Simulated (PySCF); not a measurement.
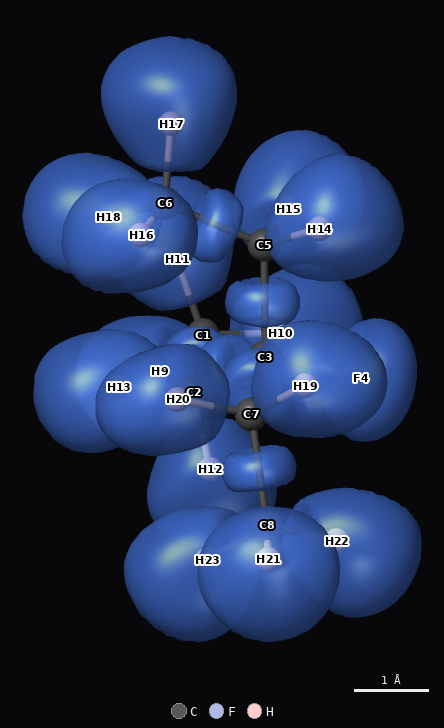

C7H15F (SMILES CCC(F)(CC)CC). Isosurface of the ELF at 0.75 (blue), seen at an oblique angle. Core shells and regions of very low density are left out.

Geometry: GFN2-xTB.

Theory: B3LYP/pcSseg-1, SCF density, in a chloroform solvent model, non-relativistic (PySCF).

```xyz
23

C     2.3604   -0.2616   -0.3496
C     0.9023   -0.6084   -0.6342
C    -0.0663   -0.1829    0.4750
F     0.2621   -0.9383    1.6112
C     0.0821    1.2823    0.9089
C    -0.1505    2.3053   -0.1952
C    -1.5248   -0.5157    0.1281
C    -1.7794   -1.9999   -0.1163
H     3.0016   -0.7361   -1.0891
H     2.6445   -0.6261    0.6347
H     2.5336    0.8105   -0.3901
H     0.8238   -1.6917   -0.7366
H     0.5803   -0.1550   -1.5723
H    -0.6263    1.4585    1.7222
H     1.0837    1.4098    1.3224
H    -1.1610    2.2371   -0.5897
H    -0.0128    3.3074    0.2049
H     0.5509    2.1689   -1.0140
H    -2.1461   -0.1880    0.9647
H    -1.8122    0.0568   -0.7540
H    -2.8492   -2.1827   -0.1846
H    -1.3816   -2.5886    0.7064
H    -1.3196   -2.3346   -1.0425
```

Identify the bonds, lone pairs and shells in this picture.

Answer. At this value the surface marks out six regions between bonded C–C atoms (shared pairs), 15 regions around hydrogen nuclei and one region on F in which the atom's valence shell and bonds are merged. Profiles from the grid: C–F (1.40 Å): the ELF peaks at about 0.85 between the atoms, as expected for a polar covalent bond. C–C (1.52 Å): the ELF peaks at about 0.95 between the atoms, as expected for a shared electron pair.
